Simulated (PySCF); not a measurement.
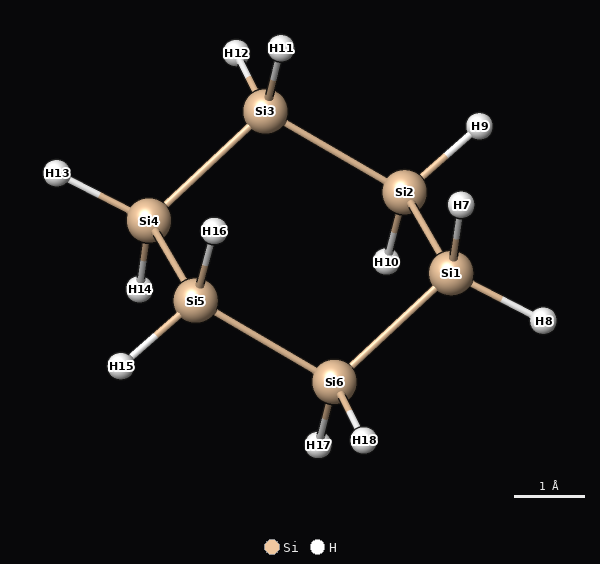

Figure 1. The structure as given in the input (ball-and-stick view, seen at a tilt; atoms are numbered from 1 in the order of the input). Bond lengths as drawn: H–Si 1.50 Å and Si–Si 2.35 Å.

**Si6H12: one change and its effect**

System: Si6H12.
Method of run 1: GIAO WP04/pcSseg-1 NMR shielding, non-relativistic, gas phase (PySCF 2.14.0).

The geometry comes from this level: PBE0-D3(BJ)/def2-SVP. Text and figures count atoms from 1; the logs count them from 0 in places.

**The input, run 1**
```
{"job": {"kind": "nmr", "xc": "WP04", "basis": "pcSseg-1", "pop": false}, "charge": 0, "multiplicity": 1}
Si    -1.332144     1.297235    -1.252985
Si     0.737848     2.064641    -0.456612
Si     2.203914     0.238876    -0.290556
Si     1.326938    -1.293850     1.255314
Si    -0.737393    -2.064574     0.447329
Si    -2.205370    -0.239506     0.291026
H     -1.118834     0.599929    -2.561510
H     -2.278447     2.437375    -1.468955
H      1.300965     3.120457    -1.356781
H      0.544534     2.655143     0.906493
H      2.304969    -0.427666    -1.628219
H      3.571340     0.689487     0.121069
H      2.274411    -2.431580     1.478612
H      1.104799    -0.593877     2.560882
H     -1.300794    -3.127908     1.338412
H     -0.537615    -2.645065    -0.919098
H     -2.302770     0.421237     1.631815
H     -3.573881    -0.687716    -0.119546
```

The first line tells a small driver script what to run in PySCF; the rest is the geometry in Å.

Command:
```bash
OMP_NUM_THREADS=1 python <driver script> task.json out
```

Hardware: 1 CPU thread, shared host.

**Output (run 1)**
```
coarse grid: 17184 points
cycle   1  E = -1763.9439078113  dE = -3.116e-01  |g| = 3.243e-01  |ddm| = 3.878e+00
cycle   2  E = -1763.9573665277  dE = -1.346e-02  |g| = 1.360e-01  |ddm| = 6.419e-01
cycle   3  E = -1763.9592842539  dE = -1.918e-03  |g| = 2.290e-02  |ddm| = 1.811e-01
cycle   4  E = -1763.9594237151  dE = -1.395e-04  |g| = 1.388e-02  |ddm| = 6.752e-02
cycle   5  E = -1763.9594971851  dE = -7.347e-05  |g| = 1.284e-03  |ddm| = 2.388e-02
cycle   6  E = -1763.9594977637  dE = -5.786e-07  |g| = 1.807e-04  |ddm| = 2.089e-03
final grid: 136024 points
cycle   7  E = -1763.9910277132  dE = -8.005e-06  |g| = 3.292e-03  |ddm| = 2.304e-02
cycle   8  E = -1763.9910271817  dE =  5.315e-07  |g| = 2.935e-03  |ddm| = 7.633e-03
cycle   9  E = -1763.9910295970  dE = -2.415e-06  |g| = 5.182e-04  |ddm| = 4.813e-03
cycle  10  E = -1763.9910297055  dE = -1.085e-07  |g| = 2.491e-05  |ddm| = 9.658e-04
cycle  11  E = -1763.9910297057  dE = -2.037e-10  |g| = 1.212e-05  |ddm| = 7.585e-05
converged SCF energy = -1763.9910297057

GIAO shielding tensors (ppm)
atom      isotropic    diamagn.    paramagn.     s11        s22        s33       span
  0 Si     424.148     884.415    -460.267    417.608    423.433    431.403     13.795
  1 Si     424.111     884.413    -460.302    417.601    423.201    431.531     13.929
  2 Si     424.132     884.417    -460.285    417.803    423.117    431.475     13.672
  3 Si     424.183     884.426    -460.243    417.700    423.543    431.307     13.608
  4 Si     424.157     884.425    -460.269    417.686    423.329    431.456     13.770
  5 Si     424.149     884.419    -460.270    417.838    423.167    431.441     13.603
  6 H       28.640      31.671      -3.031     25.960     26.604     33.355      7.395
  7 H       28.295      29.601      -1.306     24.640     25.842     34.403      9.763
  8 H       28.295      29.602      -1.307     24.639     25.847     34.400      9.761
  9 H       28.639      31.667      -3.028     25.963     26.596     33.359      7.396
 10 H       28.642      31.673      -3.030     25.966     26.600     33.361      7.395
 11 H       28.295      29.607      -1.312     24.636     25.849     34.400      9.764
 12 H       28.295      29.609      -1.314     24.644     25.836     34.406      9.762
 13 H       28.642      31.687      -3.046     25.954     26.621     33.350      7.396
 14 H       28.296      29.609      -1.314     24.642     25.840     34.405      9.763
 15 H       28.642      31.688      -3.046     25.957     26.620     33.349      7.392
 16 H       28.643      31.676      -3.034     25.964     26.605     33.359      7.395
 17 H       28.295      29.606      -1.311     24.637     25.847     34.401      9.764
```

The input of run 2 differs as follows (lines with − go, lines with + come):
```diff
-"xc": "WP04"
+"xc": "wB97X-D"
```

What does this change do to the results?

The total energies belong to different methods, so their difference says nothing on which is more stable or more accurate. The HOMO goes from −8.89 to −9.65 eV. The LUMO goes from −2.34 to 0.92 eV. Of all shieldings, the largest change is that of Si2, by +39.2 ppm. The functional changes from WP04 to wB97X-D. Exact exchange removes part of the self-interaction error of semilocal functionals, which pushes filled and empty levels apart. The number of SCF iterations is the same.

**Output (run 2)**
```
coarse grid: 17184 points
cycle   1  E = -1744.0323840380  dE = -2.455e-01  |g| = 2.256e-01  |ddm| = 3.783e+00
cycle   2  E = -1744.0507298515  dE = -1.835e-02  |g| = 1.068e-01  |ddm| = 4.358e-01
cycle   3  E = -1744.0541511993  dE = -3.421e-03  |g| = 2.927e-02  |ddm| = 1.944e-01
cycle   4  E = -1744.0545100731  dE = -3.589e-04  |g| = 4.147e-03  |ddm| = 7.306e-02
cycle   5  E = -1744.0545173812  dE = -7.308e-06  |g| = 9.925e-04  |ddm| = 9.920e-03
final grid: 136024 points
cycle   6  E = -1744.1027961446  dE = -4.376e-05  |g| = 3.569e-03  |ddm| = 2.524e-02
cycle   7  E = -1744.1027980347  dE = -1.890e-06  |g| = 1.491e-03  |ddm| = 6.354e-03
cycle   8  E = -1744.1027983211  dE = -2.864e-07  |g| = 2.367e-04  |ddm| = 1.545e-03
cycle   9  E = -1744.1027983520  dE = -3.090e-08  |g| = 9.600e-05  |ddm| = 8.680e-04
cycle  10  E = -1744.1027983564  dE = -4.432e-09  |g| = 1.394e-05  |ddm| = 2.398e-04
cycle  11  E = -1744.1027983567  dE = -2.638e-10  |g| = 3.579e-06  |ddm| = 9.930e-05
converged SCF energy = -1744.1027983567

GIAO shielding tensors (ppm)
atom      isotropic    diamagn.    paramagn.     s11        s22        s33       span
  0 Si     463.220     880.855    -417.635    458.206    463.431    468.024      9.818
  1 Si     463.283     880.858    -417.575    458.328    463.576    467.943      9.615
  2 Si     463.255     880.860    -417.605    458.478    463.550    467.737      9.259
  3 Si     463.244     880.865    -417.621    458.141    463.306    468.285     10.144
  4 Si     463.304     880.870    -417.565    458.196    463.467    468.250     10.054
  5 Si     463.265     880.862    -417.597    458.451    463.509    467.835      9.383
  6 H       27.967      29.931      -1.964     25.071     25.658     33.171      8.100
  7 H       27.646      28.938      -1.293     23.581     24.963     34.392     10.811
  8 H       27.649      28.942      -1.293     23.580     24.968     34.399     10.819
  9 H       27.967      29.928      -1.961     25.074     25.650     33.177      8.103
 10 H       27.970      29.932      -1.962     25.077     25.653     33.180      8.103
 11 H       27.645      28.943      -1.298     23.575     24.969     34.390     10.815
 12 H       27.646      28.947      -1.302     23.585     24.957     34.395     10.810
 13 H       27.969      29.942      -1.972     25.066     25.676     33.166      8.100
 14 H       27.649      28.952      -1.303     23.583     24.961     34.403     10.820
 15 H       27.971      29.944      -1.973     25.068     25.676     33.168      8.099
 16 H       27.971      29.934      -1.963     25.076     25.659     33.178      8.102
 17 H       27.645      28.944      -1.299     23.577     24.967     34.391     10.814
```

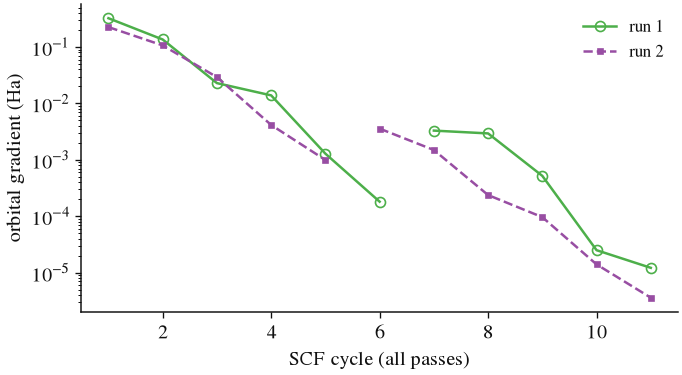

Figure 2. Convergence of the two runs: orbital gradient against the SCF cycle. A break in a curve parts two SCF passes (coarse and final grid). Run 1 takes 11 cycles in all, and run 2 takes 11.

**The two runs side by side**

| quantity | run 1 | run 2 |
| --- | --- | --- |
| outcome | converged | converged |
| total energy (hartree) | −1763.991030 | −1744.102798 |
| HOMO (eV) | −8.89 | −9.65 |
| LUMO (eV) | −2.34 | 0.92 |
| dipole moment (D) | 0.00 | 0.00 |
| shielding of Si1 (ppm) | 424.1 | 463.2 |
| shielding of Si2 (ppm) | 424.1 | 463.3 |
| shielding of Si3 (ppm) | 424.1 | 463.3 |
| shielding of Si4 (ppm) | 424.2 | 463.2 |
| shielding of Si5 (ppm) | 424.2 | 463.3 |
| shielding of Si6 (ppm) | 424.1 | 463.3 |
| shielding of H7 (ppm) | 28.6 | 28.0 |
| SCF iterations | 11 | 11 |
| basis functions | 204 | 204 |
| wall time (shared host) | 56 s | 77 s |
